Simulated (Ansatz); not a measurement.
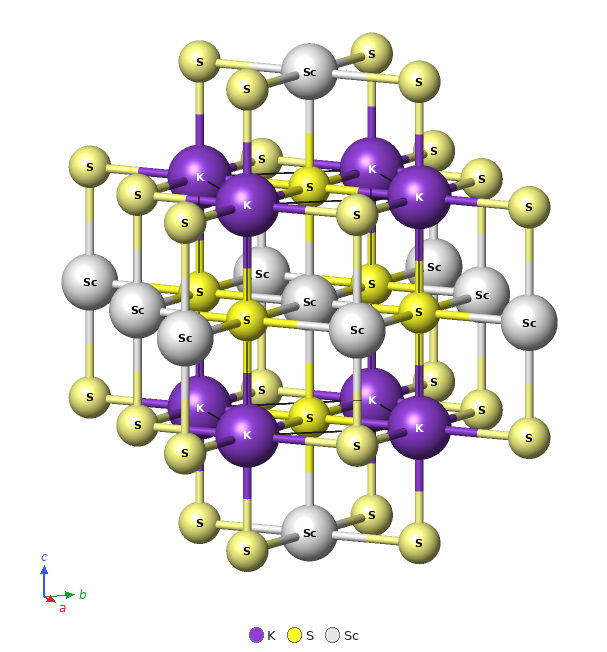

The image is a ball-and-stick drawing of a crystal, viewed slightly off an axis. The wireframe shows the conventional unit cell. The first bonded neighbours in the surrounding cells are also shown, in fainter colours.

KScS$_{2}$, space group P4/mmm (No. 123), a = 4.156 Å, b = 4.156 Å, c = 5.443 Å, α = 90.00°, β = 90.00°, γ = 90.00°. Starting structure: a structure type filled with these elements by a generator (whether the compound takes this form wasn't checked). The cell was then strained or its atoms displaced on purpose. It was run through Ansatz as a DFT input.

This one geometry was computed with Ansatz (DFT, plane waves, PAW) at three levels of theory: r2SCAN, HSE06 and PBE. It was relaxed with r2SCAN and then strained.

### How does the band gap change with the level of theory?

PBE: a gap of 0.32 eV, direct; r2SCAN: a gap of 0.55 eV, direct; HSE06: a gap of 1.17 eV, direct.

### Collect the results in a table.

| level | cutoff (eV) | k-mesh of the run's cell | gap (eV) | pressure (GPa) |
| --- | --- | --- | --- | --- |
| r2SCAN | 500 | 6×6×6 | 0.55 | -2.6 |
| HSE06 | 420 | 4×4×4 | 1.17 | -3.0 |
| PBE | 420 | 6×6×6 | 0.32 | -1.8 |

Gaps are taken on the k-mesh or band path of each run.
